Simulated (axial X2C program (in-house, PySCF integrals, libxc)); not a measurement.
# BrAlBr⁻: bond lengths and stretches, held linear

Aim: the two bond lengths and stretching wavenumbers of linear BrAlBr⁻, with and without spin–orbit coupling, at PBE0, LDA.

Program: an in-house X2C program for linear molecules on PySCF integrals. Level of theory: all-electron X2C, two-component (2c) or spin-free, Br dyall-av3z, Al dyall-v3z. These are calculated values, not measurements.

All values are calculated.

2 further runs of the same task are left out: 2 set aside as unsound or not needed.

**1. The job**

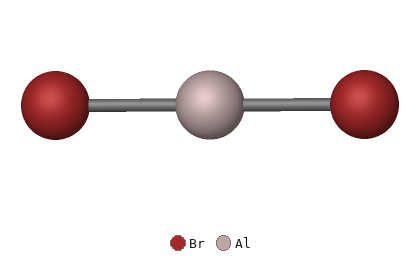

The atoms on one line, bonds 2.400 and 2.400 Å (bromine red, aluminium light grey).

task.json

```json
{"zs": [35, 13, 35], "q": -1, "bas": ["dyall-av3z", "dyall-v3z", "dyall-av3z"], "r0": [2.4, 2.4], "symm": 1, "scan": ["PBE0", "HF", "LDA"], "levels": ["PBE0", "HF", "r2SCAN"], "nst": 2}
```

Keys: zs atomic numbers; q charge; bas basis sets; r0 starting distance in Å; symm equal bonds; scan levels of the two-bond scan; levels methods; nst determinants followed.

Started as:

```sh
$ python solin.py task.json out
```

Masses Br 78.918, Al 26.982, Br 78.918 u.

**2. Scan at PBE0, 2c**

State: Ω = 0 (all partner blocks equally filled). Energies above the lowest point, from the job's result record:

| r(Br–Al) (Å) | r(Al–Br) (Å) | E (meV) |
| --- | --- | --- |
| 2.6257 | 2.6257 | 15.82 |
| 2.6257 | 2.6930 | 5.36 |
| 2.6257 | 2.7603 | 5.99 |
| 2.6930 | 2.6257 | 5.36 |
| 2.6930 | 2.6930 | 0.00 |
| 2.6930 | 2.7603 | 5.63 |
| 2.6930 | 2.8277 | 19.43 |
| 2.7603 | 2.6257 | 5.99 |
| 2.7603 | 2.6930 | 5.63 |
| 2.7603 | 2.7603 | 16.15 |
| 2.8277 | 2.6930 | 19.43 |
| 2.8277 | 2.8277 | 57.90 |

A quadratic surface with cubic terms in each bond gives the minimum at 2.691 and 2.691 Å, force constants 0.389, 0.389 and coupling 0.17 mdyn/Å.

**3. Scan at LDA, 2c**

State: Ω = 0 (all partner blocks equally filled). Energies above the lowest point, from the job's result record:

| r(Br–Al) (Å) | r(Al–Br) (Å) | E (meV) |
| --- | --- | --- |
| 2.6257 | 2.6257 | 0.00 |
| 2.6257 | 2.6930 | 4.31 |
| 2.6257 | 2.7603 | 19.10 |
| 2.6930 | 2.6257 | 4.31 |
| 2.6930 | 2.6930 | 12.92 |
| 2.6930 | 2.7603 | 31.93 |
| 2.6930 | 2.8277 | 58.46 |
| 2.7603 | 2.6257 | 19.10 |
| 2.7603 | 2.6930 | 31.93 |
| 2.7603 | 2.7603 | 55.08 |
| 2.8277 | 2.6930 | 58.46 |
| 2.8277 | 2.8277 | 120.12 |

A quadratic surface with cubic terms in each bond gives the minimum at 2.632 and 2.632 Å, force constants 0.458, 0.458 and coupling 0.15 mdyn/Å.

**4. Scan at PBE0, spin-free**

State: M_S = 0, Λ = 0 (closed shell). Energies above the lowest point, from the job's result record:

```
r(Br–Al) (Å)  r(Al–Br) (Å)  E (meV)
      2.6257        2.6257    15.35
      2.6257        2.6930     5.12
      2.6257        2.7603     5.96
      2.6930        2.6257     5.12
      2.6930        2.6930     0.00
      2.6930        2.7603     5.85
      2.6930        2.8277    19.85
      2.7603        2.6257     5.96
      2.7603        2.6930     5.85
      2.7603        2.7603    16.60
      2.8277        2.6930    19.85
      2.8277        2.8277    58.78
```

A quadratic surface with cubic terms in each bond gives the minimum at 2.690 and 2.690 Å, force constants 0.39, 0.39 and coupling 0.17 mdyn/Å.

**5. Comparison**

| level | r(Br–Al) (Å) | r(Al–Br) (Å) | lower stretch (cm⁻¹) | upper stretch (cm⁻¹) |
| --- | --- | --- | --- | --- |
| PBE0, 2c | 2.691 | 2.691 | 109.9 | 178.8 |
| LDA, 2c | 2.632 | 2.632 | 114.0 | 214.7 |
| PBE0, spin-free | 2.690 | 2.690 | 110.0 | 179.0 |
| LDA, spin-free | 2.631 | 2.631 | 114.1 | 214.9 |

Scans not shown above were run alike.

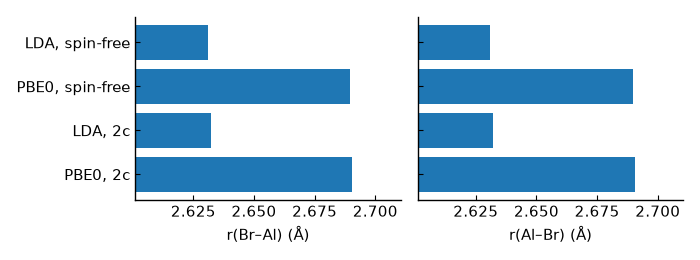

The two bond lengths by level.

What this shows: Over the levels the Br–Al bond spans 2.631 to 2.691 Å and the Al–Br bond 2.631 to 2.691 Å. At PBE0 spin–orbit coupling leaves both bonds unchanged to 0.001 Å. Each state is one determinant, the lowest of a limited PBE0 search; the stretches come from a fit to few points and are good to some per cent at best. The upper stretch spreads by more than a fifth over the levels, so it depends strongly on the method. The stretches are sorted by size, and where the two bonds are alike the symmetric and antisymmetric modes can swap order between levels. For an anion the highest level of a functional can be positive, and the basis then holds the extra electron. The molecule was held linear; bending was not examined, so a bent shape may lie lower.
